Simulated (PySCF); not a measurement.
## A study: C3H4O2, SMILES `O=C1COC1`

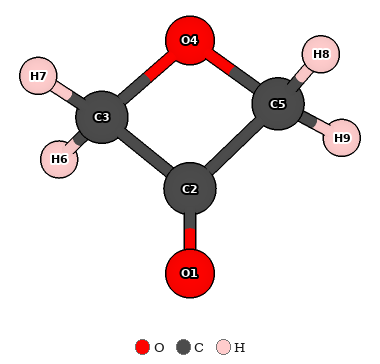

The molecule, with its atoms numbered as below. No frequency check shows the geometry to be a minimum.

Geometry (Å), atoms numbered from 1:

```
O1      -1.8460   -0.0000    0.0003
C2      -0.6542    0.0001   -0.0002
C3       0.4424    1.0406   -0.0003
O4       1.4259   -0.0000    0.0004
C5       0.4425   -1.0405   -0.0003
H6       0.4939    1.6693   -0.8933
H7       0.4944    1.6691    0.8927
H8       0.4942   -1.6692    0.8927
H9       0.4937   -1.6693   -0.8933
```

## 1. Bonding charge

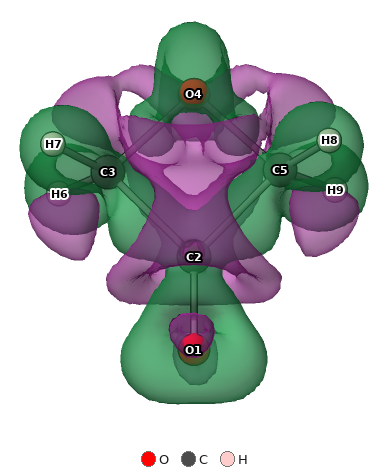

Deformation density (molecule less spherical, spin-averaged free atoms at the same positions), surfaces at ±0.07 e/Å³; green: gain, purple: loss.

Level of theory: B3LYP/6-31G* (PySCF), at a geometry from GFN2-xTB.

Question: Describe the bonding that the map shows.

Answer: C3–H7, C5–H8, C3–H6 and C5–H9: +0.67 e/Å³ at the bond critical point (bond length 1.09 Å, Mayer order 0.9). O1–C2: +0.61 e/Å³ at the bond critical point (bond length 1.19 Å, Mayer order 2.1). C2–C3 and C2–C5: +0.54 e/Å³ at the bond critical point (bond length 1.51 Å, Mayer order 0.9). O4–C5 and C3–O4: +0.14 e/Å³ at the bond critical point (bond length 1.43 Å, Mayer order 0.9). In all, 2.1 electrons gather in the regions of gain relative to the promolecule. A small or negative value marks a very polar bond, one between electron-rich atoms, whose free-atom densities already overlap strongly, a long bond to a heavier atom, or a closed-shell contact such as a hydrogen bond.

Question: Where do the Hirshfeld charges lie?

Answer: The highest Hirshfeld charge is on C2 (+0.17 e), the lowest on O1 (−0.23 e).

## 2. Bond critical points

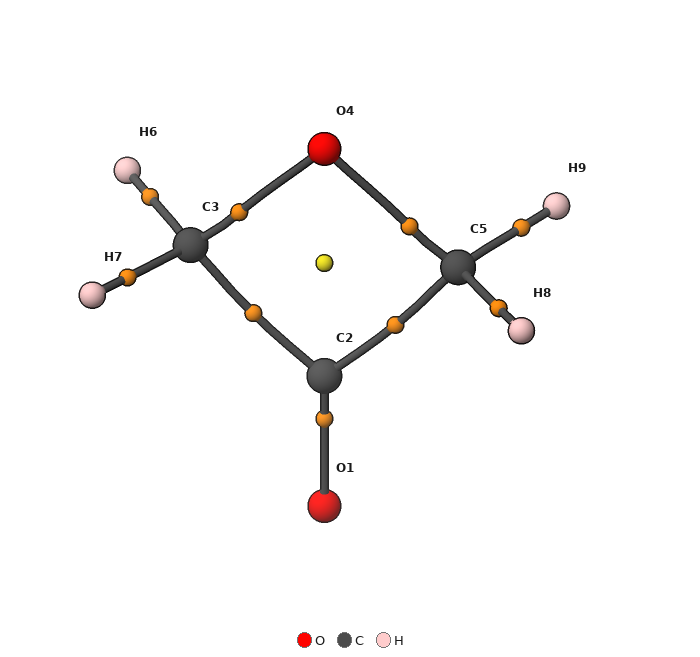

Molecular graph of the electron density (QTAIM): bond paths, bond critical points (orange), ring points (yellow, if any); weak paths are dashed.

Question: How many critical points of each kind are there, and does the count close?

Answer: 9 nuclei, 9 bond, 1 ring and 0 cage critical points: 9 − 9 + 1 − 0 = 1, as the Poincaré–Hopf relation requires.

Question: Tabulate density, Laplacian, ellipticity and energy density at the bond critical points (atomic units).

Answer:
```tsv
bond	length (Å)	ρ (a.u.)	∇²ρ (a.u.)	ε	H (a.u.)
O1–C2	1.192	0.419	+0.67	0.05	−0.692
C3–H7 (4 alike)	1.093	0.276	−0.96	0.05	−0.274
C2–C3 (2 alike)	1.512	0.265	−0.66	0.06	−0.227
O4–C5 (2 alike)	1.432	0.261	−0.60	0.01	−0.360
```

Question: What kind of interaction is C2–C3?

Answer: Shared-shell (covalent): ρ = 0.265, ∇²ρ = −0.66, H = −0.227 a.u.

## 3. Electrostatic potential

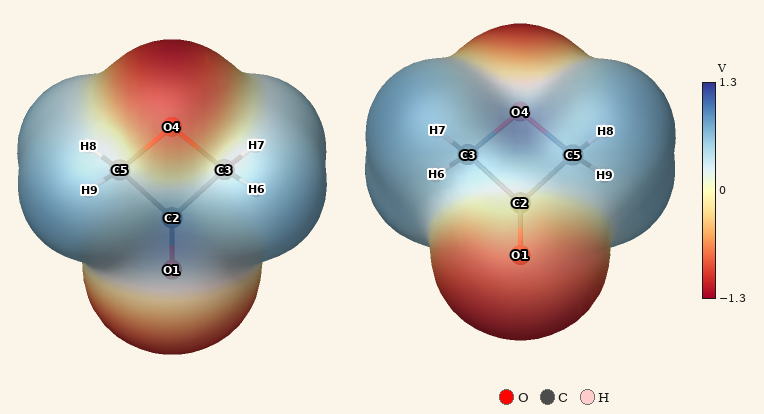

Electrostatic potential on the surface of electron density 0.001 a.u. (back view left, front view right).

Question: Where are the extremes of the potential on the surface?

Answer: Highest: 1.02 V, over C2, off the plane of its three bonds (1.9 Å), and at like points elsewhere. Further maxima include 0.81 V, 1.3 Å from H6, and at like points elsewhere. Lowest: −1.22 V, 1.7 Å from O1. The surface is sampled at points, so like sites can differ by a few per cent and only the strongest of them is named.

Question: What volume does the surface enclose, and what is the dipole moment?

Answer: About 87 Å³; the dipole moment is 0.8 D.

## 4. Excited states

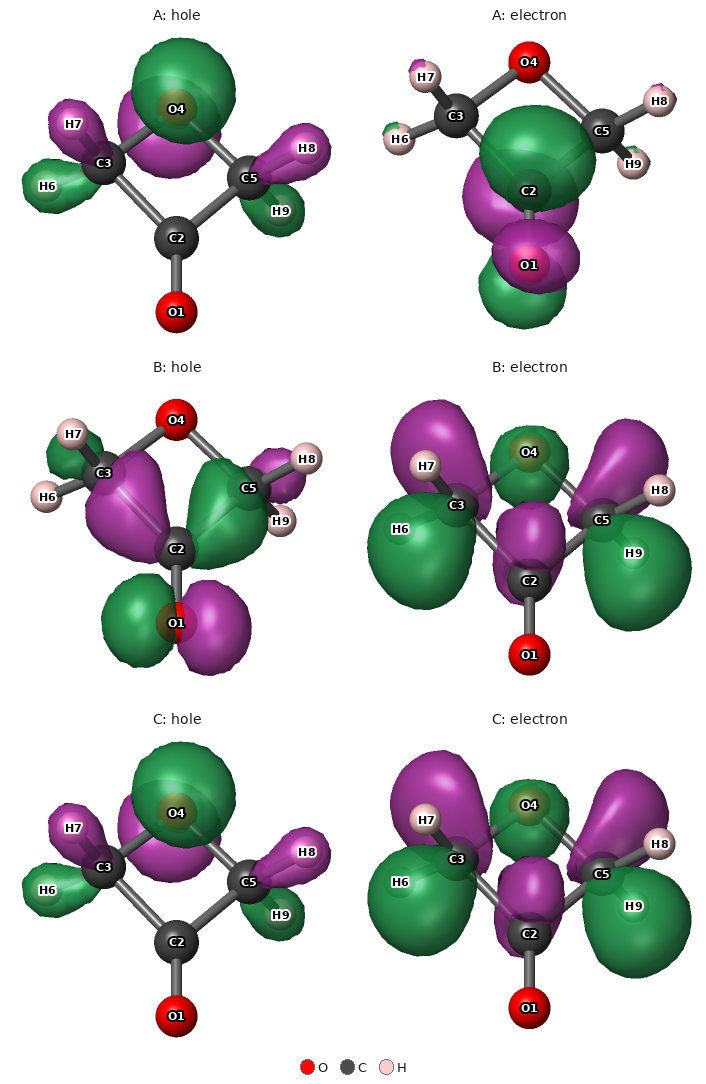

Leading natural transition orbital pairs of 3 excited states (TDA singlet states).

Level of theory: ωB97X/6-31G* (PySCF), at a geometry from GFN2-xTB. Without diffuse functions Rydberg states are missing, so the states' numbers hold for this basis only.

```json
{"state": "S₂", "energy (eV)": "6.45", "f": "0.009"}
{"state": "S₄", "energy (eV)": "8.15", "f": "0.000"}
{"state": "S₅", "energy (eV)": "8.56", "f": "0.033"}
```

Question: Which pair belongs to which state?

Answer: A is S₂ (n → π*, charge transfer): hole on O4 (64 %) and C3 and C5 (8 % each), electron on C2 (41 %) and O1 (30 %). B is S₅ (σ or n → σ*): hole on O1 (40 %) and C2, C3 and C5 (16 % each), electron on C3 and C5 (24 % each) and O4 (19 %). C is S₄ (n → σ*): hole on O4 (61 %) and C3 and C5 (8 % each), electron on C3 and C5 (22 % each) and O4 (17 %).

The PySCF runs shown took 5.7 s and 56 s on 1 thread of Intel(R) Xeon(R) 6975P-C (Granite Rapids), with other jobs on the host.
